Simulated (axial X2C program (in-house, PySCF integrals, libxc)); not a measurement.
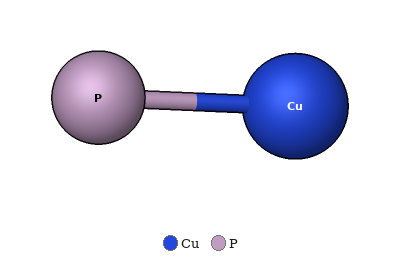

*The molecule at the reference distance of 2.205 Å.*

CuP⁺: relativistic diatomic calculation

CuP⁺. Level asked for: EOM-EA-CCSD, two-component X2C with atomic mean-field Coulomb and Gaunt terms, Cu dyall-acv3z, P dyall-av3z (cores contracted) (axial X2C program (in-house, PySCF integrals, libxc)).

Input:
```
{"zs": [29, 15], "q": 1, "bas": ["dyall-acv3z", "dyall-av3z"], "r0": 2.17, "eom": "ea", "thr": -2.0, "nmax": 92, "grid": [1, 0.96, 1.045, 0.92, 1.09, 1.15]}
```

The line is the task of a batch: nuclear charges, charge, bases, a first guess of the distance and further settings. This report covers the levels named above. The log is that of the reference distance.

The run was one of a batch that the task file lists, launched with:
```bash
python <driver script> task.json out
```

Log:
```
two-component X2C + atomic mean field  HF
basis functions 183  fitting functions 982  grid points 5079
iter        total energy     max residual
   1      -1993.299907265     2.51e-01
   2      -1993.334155861     4.53e-02
   3      -1993.341683603     1.21e-01
   4      -1993.351865758     1.25e-02
   5      -1993.352222786     1.63e-03
   6      -1993.352317083     1.06e-03
   7      -1993.352326609     7.09e-04
   8      -1993.352350797     1.08e-03
   9      -1993.352394080     2.71e-03
  10      -1993.352596807     8.22e-03
  11      -1993.352723844     1.15e-02
  12      -1993.352947479     1.14e-02
  13      -1993.353567671     3.34e-03
  14      -1993.353743013     2.05e-03
  15      -1993.353797094     5.98e-04
  16      -1993.353805387     2.71e-04
  17      -1993.353807125     8.58e-05
  18      -1993.353807419     4.34e-05
  19      -1993.353807479     2.85e-05
  20      -1993.353807492     1.08e-05
  21      -1993.353807494     2.90e-06
  22      -1993.353807495     1.06e-06
converged
one-electron -2963.08334916  Coulomb 954.65405696  exact exchange -88.76369159  xc functional 0.00000000  nuclear repulsion 104.39550420  atomic mean-field constant -0.55632790
correlated 14  virtual 284  natural virtual 92  E(MP2) -0.622044935  MP2 remainder -0.114629349
iter   CCSD correlation   residual
   1     -0.413356837   3.64e-01
   2     -0.451763876   3.77e-01
   3     -0.464290627   9.82e-02
   4     -0.467618047   6.44e-02
   5     -0.467980081   3.62e-02
   6     -0.469050285   2.15e-02
   7     -0.469403787   1.00e-02
   8     -0.469251084   5.26e-03
   9     -0.469234523   3.71e-03
  10     -0.469337105   3.21e-03
  11     -0.469271176   3.00e-03
  12     -0.469267914   2.80e-03
  13     -0.469281466   2.67e-03
  14     -0.469263857   2.65e-03
  15     -0.469264198   2.63e-03
  16     -0.469262742   2.62e-03
  17     -0.469261738   2.62e-03
  18     -0.469261717   2.62e-03
  19     -0.469264254   2.62e-03
  20     -0.469265289   2.62e-03
  21     -0.469265280   2.62e-03
  22     -0.469262463   2.62e-03
  23     -0.469262803   2.62e-03
  24     -0.469262944   2.62e-03
  25     -0.469263818   2.62e-03
  26     -0.469262637   2.62e-03
  27     -0.469265223   2.62e-03
  28     -0.469259503   2.62e-03
  29     -0.469264970   2.61e-03
  30     -0.469265170   2.60e-03
  31     -0.469271407   2.60e-03
  32     -0.469270810   2.60e-03
  33     -0.469274088   2.59e-03
  34     -0.469270034   2.58e-03
  35     -0.469258225   2.56e-03
  36     -0.469098900   2.51e-03
  37     -0.468837836   3.75e-03
  38     -0.468615450   6.70e-03
  39     -0.468617912   8.94e-03
  40     -0.469107708   8.82e-03
  41     -0.468963041   2.87e-03
  42     -0.468687088   3.95e-03
  43     -0.469162288   6.16e-03
  44     -0.469180145   8.38e-04
  45     -0.469115271   7.12e-04
  46     -0.469160387   6.85e-04
  47     -0.469163258   4.25e-04
  48     -0.469157768   3.43e-04
  49     -0.469154801   2.40e-04
  50     -0.469152127   2.01e-04
  51     -0.469151598   1.66e-04
  52     -0.469147280   1.49e-04
  53     -0.469147121   1.03e-04
  54     -0.469145518   9.37e-05
  55     -0.469146403   8.48e-05
  56     -0.469143363   7.80e-05
  57     -0.469143337   5.81e-05
  58     -0.469142599   4.97e-05
  59     -0.469141917   3.98e-05
  60     -0.469141348   3.32e-05
  61     -0.469140595   2.73e-05
  62     -0.469140179   2.21e-05
  63     -0.469139268   1.79e-05
  64     -0.469139384   1.35e-05
  65     -0.469139245   9.24e-06
  66     -0.469139161   8.11e-06
  67     -0.469139045   7.16e-06
  68     -0.469139010   6.12e-06
  69     -0.469138956   5.13e-06
  70     -0.469138872   4.47e-06
(T) None  T1 0.1287  D1 0.2961  max T2 0.118
```

What the run reported:

```tsv
quantity	value
outcome	not converged in a step after the SCF shown
hardware	1 thread of Arm Neoverse V2, 24 GiB of memory available, shared host
wall time	21 s
peak memory	0.91 GiB
```

What went wrong:

The SCF whose log is shown converged, but the driver noted: CCSD of the reference did not converge. The run therefore gave no full result. To bear in mind: CCSD of the reference did not converge.
